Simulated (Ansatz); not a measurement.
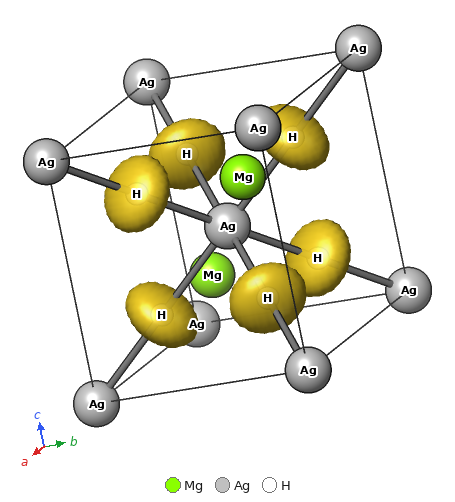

Figure 1: MgAgH3. Isosurface of the electron localisation function at 0.85 (yellow), seen slightly off an axis. Only the valence region is drawn (cores and ρ < 0.01 e/Å³ removed). Sticks mark near contacts.

Space group Pm-3m; a structure from a database of computed crystals, not necessarily the ambient phase; started from the CsInF3-225 prototype, which need not be the ambient phase.

Level of theory: Ansatz, DFT, PBEsol, plane waves, PAW.

In a PAW calculation such maps are meaningful between the atoms, not at the nuclei.

```
CELL_PARAMETERS angstrom
0.00000 3.72248 3.72248
3.72248 0.00000 3.72248
3.72248 3.72248 0.00000
ATOMIC_POSITIONS crystal
Mg 0.25000 0.25000 0.25000
Mg 0.75000 0.75000 0.75000
Ag 0.50000 0.50000 0.50000
Ag 0.00000 0.00000 0.00000
H 0.25000 0.25000 0.75000
H 0.25000 0.75000 0.75000
H 0.75000 0.75000 0.25000
H 0.25000 0.75000 0.25000
H 0.75000 0.25000 0.75000
H 0.75000 0.25000 0.25000
```

**Describe the localisation domains.**

The ELF exceeds this value in six regions around hydrogen nuclei, counted in one cell of 10 atoms. Regions shared between cells count once. Profiles from the grid: Ag–H (1.86 Å): the ELF climbs to about 1 towards the hydrogen. Mg–H (2.63 Å): the ELF climbs to about 1 towards the hydrogen: an ionic contact to a hydride ion.
